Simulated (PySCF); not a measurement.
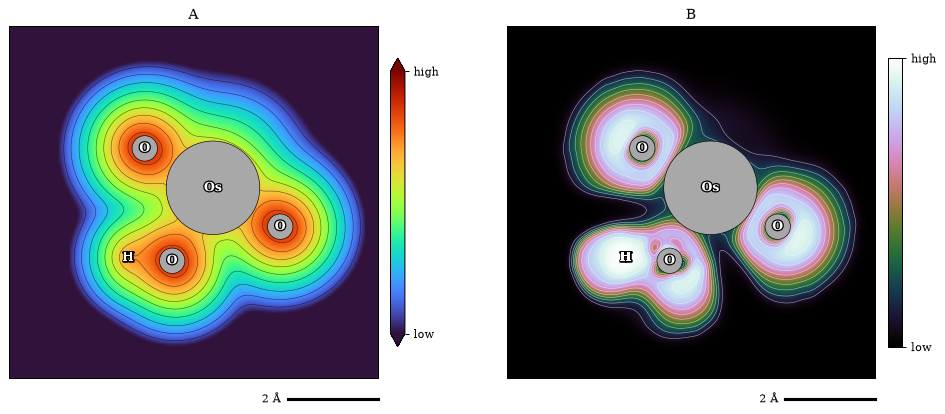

H3O5Os (charge +1): 2 fields on the plane of atoms Os1, O6 and H7, with unlabelled colour scales. Grey discs cover the atomic cores.

Core potentials replace the inner electrons of Os.

All numbers below come from PySCF 2.14.0, RKS B3LYP, Os def2-SVP with ECP60, O def2-SVP, H def2-SVP; non-relativistic Hamiltonian with scalar-relativistic core potentials where named; density fitting.

Which field does each panel show? The fields are: electron density and electron localisation function.

Answer. Panel A: electron density. Panel B: electron localisation function. From the grid: Os–O (1.72 Å): the density is about 1.8 e/Å³ at the midpoint; the ELF peaks at about 0.80 in the valence shell of O, 0.5 Å from its nucleus, and drops to about 0.25 between the two atoms. O–H (0.98 Å): ρ is about 3.7 e/Å³ halfway; the ELF climbs to about 1 towards the hydrogen, as it does in any bond to H: a covalent bond by its length.
